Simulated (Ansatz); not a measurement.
# C2H3B2Cl: trial inputs and their diagnosis

Aim: try 3 inputs for C2H3B2Cl as typed, read how each ends, and find what has to change.

Method: the settings change from run to run; program: Ansatz 0.2.0, Gaussian basis.

### Step 1. The relaxed structure

The geometry comes from an earlier relaxation with PBE0-D4 in a triple-zeta def2 set; it is a stationary point, not always the lowest conformer.

8 atoms, charge 0, spin multiplicity 1.

Atoms are counted from 1 here; the program's logs count them from 0.

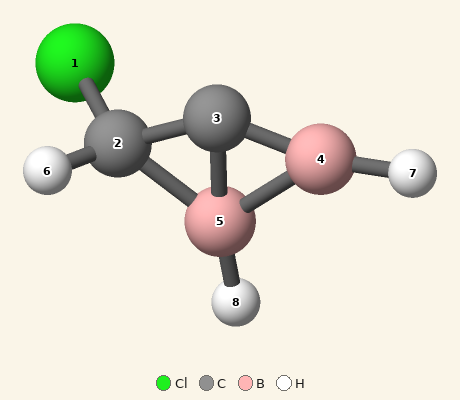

The structure; chlorine green, carbon grey, boron pink, hydrogen white; atoms are numbered from 1 in the order of the file.

### Step 2. Try 1

Contents of in.yaml:

```yaml
crystal:
  periodic: [false, false, false]
  atoms:
    - {symbol: Cl, position_ang: [-1.192492, 1.528779, 4.325156]}
    - {symbol: C, position_ang: [0.866838, 0.659730, 1.823246]}
    - {symbol: C, position_ang: [0.314084, 1.461162, -0.669609]}
    - {symbol: B, position_ang: [-0.626726, 0.418214, -2.849023]}
    - {symbol: B, position_ang: [-0.134341, -1.357665, -0.177733]}
    - {symbol: H, position_ang: [2.796702, 0.600577, 2.507440]}
    - {symbol: H, position_ang: [-1.304759, 0.128177, -4.940313]}
    - {symbol: H, position_ang: [-0.545074, -3.546878, -0.124989]}
basis:
  gaussian: {orbitals: def2-mTZVP}
magnetization: {spin_polarized: true, initial_magnetization: 0}
hamiltonian: {xc: {name: wB97X-V}}
accuracy: high
```

Run with:

```sh
ansatz run in.yaml --threads 2 --pin off --events-out ev --progress --plain --max-ram 4352MiB
```

Standard output:

```text
Functional definition: wB97X-V
  name "wB97X-V"
  cite "Mardirossian & Head-Gordon, Phys. Chem. Chem. Phys. 16, 9904 (2014) doi:10.1039/C3CP54374A"
  cite "Becke, J. Chem. Phys. 107, 8554 (1997) doi:10.1063/1.475007"
  cite "Vydrov & Van Voorhis, J. Chem. Phys. 133, 244103 (2010) doi:10.1063/1.3521275"
  parameter omega = 0.3/bohr
  parameter cx = 0.167
  parameter cx1 = 0.603
  parameter cx2 = 1.194
  parameter css0 = 0.556
  parameter css1 = -0.257
  parameter cos0 = 1.219
  parameter cos1 = -1.850
  parameter b = 6.0
  parameter c = 0.01
  exchange = spin_sum(e_x_unif_sr(omega)*poly(b97_u_x, 1 - cx, cx1, cx2)) + cx*exact_x_sr(omega) + exact_x_lr(omega)
  correlation = spin_sum(e_c_pw_same_spin*poly(b97_u_same, css0, css1))
      + integral(e_c_pw_opposite_spin*poly(b97_u_opposite, cos0, cos1)) + vv10(b, c)
2187 factors; integrals over basis functions are off by at most 7.4e-8 eV
553 factors; integrals over basis functions are off by at most 2.4e-9 eV
mean field evaluation 1: about -15953.6277 eV, gradient 2.6e1 eV
mean field evaluation 2: about -15680.0849 eV, gradient 1.3e2 eV
mean field evaluation 4: about -15961.0912 eV, gradient 7.8e0 eV
mean field evaluation 8: about -15962.1141 eV, gradient 5.9e-1 eV
mean field evaluation 16: about -15962.1865 eV, gradient 1.2e-1 eV
mean field evaluation 32: about -15964.9016 eV, gradient 1.5e-2 eV
mean field evaluation 64: about -15964.6443 eV, gradient 1.5e-1 eV
Error: SIGTERM received: run cancelled behind 75 evaluations of the mean field
```

Wall time 97 s (2 threads of Arm Neoverse V2, shared host).

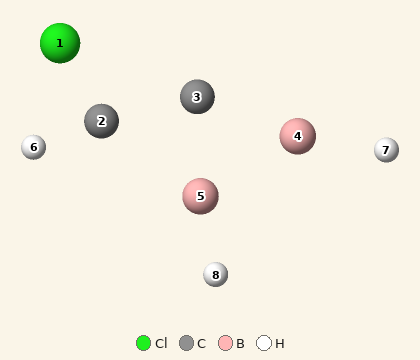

The geometry of this input.

**Diagnosis.** The run hit its time limit. The coordinates are in bohr but typed as ångström. The shortest distance is 2.05 Å (C2–H6), against 1.08 Å in the relaxed molecule. Cure: take the coordinates from the file in ångström.

### Step 3. Try 2

Contents of in.yaml:

```yaml
crystal:
  periodic: [false, false, false]
  atoms:
    - {symbol: Cl, position_ang: [-0.631039, 0.808995, 2.288773]}
    - {symbol: C, position_ang: [0.458711, 0.349114, 0.964820]}
    - {symbol: C, position_ang: [0.166206, 0.773213, -0.354342]}
    - {symbol: B, position_ang: [-0.331649, 0.221309, -1.507638]}
    - {symbol: B, position_ang: [-0.071090, -0.718445, -0.094052]}
    - {symbol: H, position_ang: [1.479950, 0.317812, 1.326880]}
    - {symbol: H, position_ang: [-0.690449, 0.067828, -2.614300]}
    - {symbol: H, position_ang: [-0.288440, -1.876926, -0.066141]}
basis:
  gaussian: {orbitals: def2-mTZVPP}
magnetization: {spin_polarized: true, initial_magnetization: 6}
hamiltonian: {xc: {name: PBE-QIDH}, pseudopotentials: {relativity: none}}
```

The command is unchanged.

Standard output (excerpt; [...] marks lines left out):

```text
Functional definition: PBE-QIDH
  name "PBE-QIDH"
  cite "Brémond, Sancho-García, Pérez-Jiménez & Adamo, J. Chem. Phys. 141, 031101 (2014) doi:10.1063/1.4890314"
  cite "Perdew, Burke & Ernzerhof, Phys. Rev. Lett. 77, 3865 (1996) doi:10.1103/PhysRevLett.77.3865"
[...]
1088 factors; integrals over basis functions are off by at most 9.2e-4 eV
[...]
mean field -15962.80171589 eV, -586.6221430835 hartree, gradient 2.6e-6 eV, S^2 12.031761; 6 other end points of the search recorded, 0 dependent functions left out
9 core orbitals not correlated: weight in the atoms' cores, before any rotation towards them, 1.000 or more for the frozen orbitals, at most 0.000 for the correlated occupied ones
reference -15962.80173138 eV, -586.6221436527 hartree; 15, 9 occupied and 94, 100 virtual orbitals, 1088 factors
second order -16.84913211 eV of doubles, -0.00000000 eV of singles
Total energy: -15968.41810875 eV, -586.8285417141 hartree
```

It took 14 s on 2 threads of Arm Neoverse V2, shared host; peak memory 0.45 GiB.

**Diagnosis.** The run converged, but a converged run isn't a right one. The spin is set far too high for this molecule. It asks for 6 unpaired electrons; the ground state has 0. Its energy belongs to an excited spin state, not the ground state. Cure: set initial_magnetization back to that of the ground state.

### Step 4. Try 3

Contents of in.yaml:

```yaml
crystal:
  periodic: [false, false, false]
  atoms:
    - {symbol: Cl, position_ang: [-1.223158, 1.456078, 5.109073]}
    - {symbol: C, position_ang: [0.895217, 1.392324, 2.249956]}
    - {symbol: C, position_ang: [0.583675, 1.661018, -0.962105]}
    - {symbol: B, position_ang: [-0.478031, 0.191401, -2.869784]}
    - {symbol: B, position_ang: [-0.244069, -1.270023, -0.095710]}
    - {symbol: H, position_ang: [3.427074, 1.049332, 2.714869]}
    - {symbol: H, position_ang: [-1.802575, 0.119209, -6.485865]}
    - {symbol: H, position_ang: [-1.004988, -4.048716, -0.480434]}
basis:
  gaussian: {orbitals: "6-31++G**", fitting: {mean_field: cc-pVTZ-jkfit}}
total_charge: 1
magnetization: {spin_polarized: true, initial_magnetization: 1}
hamiltonian: {xc: {name: B3LYP}}
accuracy: high
```

Launched as before.

Standard output:

```text
Functional definition: B3LYP
  name "B3LYP"
  cite "Stephens, Devlin, Chabalowski & Frisch, J. Phys. Chem. 98, 11623 (1994) doi:10.1021/j100096a001"
  cite "Becke, Phys. Rev. A 38, 3098 (1988) doi:10.1103/PhysRevA.38.3098"
  cite "Lee, Yang & Parr, Phys. Rev. B 37, 785 (1988) doi:10.1103/PhysRevB.37.785"
  cite "Vosko, Wilk & Nusair, Can. J. Phys. 58, 1200 (1980) doi:10.1139/p80-159"
  parameter a0 = 0.2
  parameter ax = 0.72
  parameter ac = 0.81
  exchange = (1 - a0 - ax)*slater_x + ax*b88_x + a0*exact_x
  correlation = (1 - ac)*vwn_rpa_c + ac*lyp_c
527 factors; integrals over basis functions are off by at most 4.5e-1 eV
mean field evaluation 1: about -15909.4946 eV, gradient 5.9e1 eV
mean field evaluation 2: about -15328.8048 eV, gradient 1.5e2 eV
mean field evaluation 4: about -15490.7754 eV, gradient 1.6e2 eV
mean field evaluation 8: about -15953.5836 eV, gradient 1.1e1 eV
mean field evaluation 16: about -15958.1679 eV, gradient 8.0e-2 eV
mean field evaluation 32: about -15934.4533 eV, gradient 3.1e1 eV
mean field evaluation 64: about -15958.1049 eV, gradient 2.5e-1 eV
mean field evaluation 96: about -15958.4968 eV, gradient 4.7e-2 eV
mean field evaluation 128: about -15957.5014 eV, gradient 4.5e0 eV
mean field evaluation 160: about -15958.4901 eV, gradient 7.9e-1 eV
mean field evaluation 192: about -15958.2370 eV, gradient 1.0e0 eV
mean field evaluation 224: about -15958.3724 eV, gradient 3.9e0 eV
Error: SIGTERM received: run cancelled behind 231 evaluations of the mean field
```

It took 91 s on 2 threads of Arm Neoverse V2, shared host.

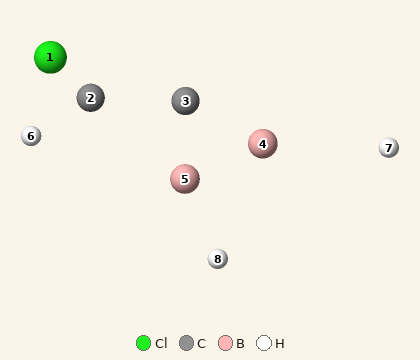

The geometry of this input.

**Diagnosis.** Time ran out. The geometry is stretched to more than twice its size. The shortest distance is 2.60 Å (C2–H6), against 1.08 Å in the relaxed molecule. It also asks for charge 1 and multiplicity 2, another species or state than the molecule above. Its coordinates are also moved off the relaxed structure. Fix: use the relaxed coordinates, and set charge and spin to those of the species named.

### Step 5. How the tries ended

| try | level | ended | cause | time |
| --- | --- | --- | --- | --- |
| 1 | wB97X-V/def2-mTZVP | timeout | the coordinates are in bohr but typed as ångström | 97 s |
| 2 | PBE-QIDH/def2-mTZVPP | converged | the spin is set far too high for this molecule | 14 s |
| 3 | B3LYP/6-31++G** | timeout | the geometry is stretched to more than twice its size | 91 s |

**Reading.** 2 timeout, 1 converged. The dangerous case is the input that converges on a wrong geometry, charge, spin, basis or grid: often only a look at the input shows it.
